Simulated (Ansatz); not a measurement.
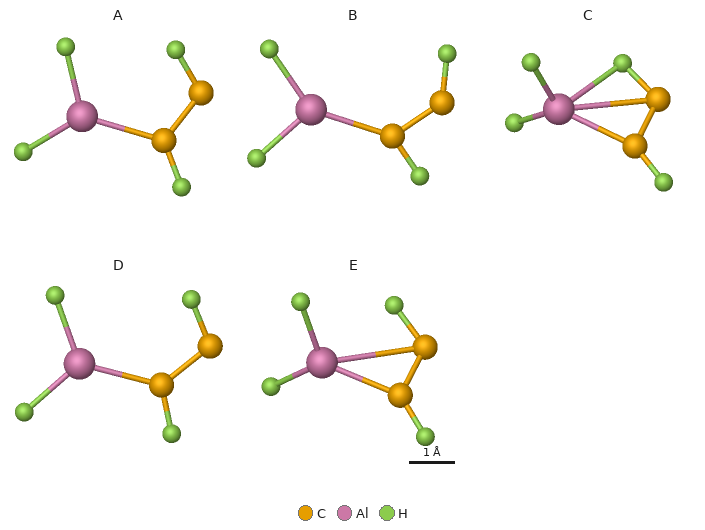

5 geometries from one relaxation of C2H4Al (charge −1), in shuffled order. The picture is a ball-and-stick view, seen face on.

The run prepares an end point of a later path (hydrogen shift) calculation, from a guessed geometry.

Method: RKS r2SCANh-D4/def2-SVP (Ansatz 0.2.0). Settings: no spin polarisation; force threshold 0.02 eV/Å; at most 50 steps.

**Order the frames from highest to lowest energy.**

B, D, A, E, C. They are steps 0, 4, 8, 11, 17, at +2.137 eV, +0.742 eV, +0.611 eV, +0.184 eV relative to the last. Over 16 accepted moves (17 points after the start) the energy falls by 2.137 eV. The largest force component goes from 3.2 to 0.012 eV/Å. The line search rejected the trial step at point 14 of the run. The largest move after the best rigid fit is that of an H atom, 1.55 Å. Largest moves by element: H 1.55 Å, C 0.54 Å, Al 0.29 Å. Some distances before and after: Al–H 3.286 → 1.939 Å, Al–C 2.930 → 2.279 Å, C–H 1.106 → 1.179 Å, Al–H 1.656 → 1.622 Å. Bond angles that change, for instance: C–C–Al 127.9° → 87.3°, C–C–H 89.6° → 121.2°, C–Al–H 142.6° → 123.4°. Groups turn about Al–C by about 90°.

Limits of the set-up: the basis has no diffuse functions, which an anion needs.
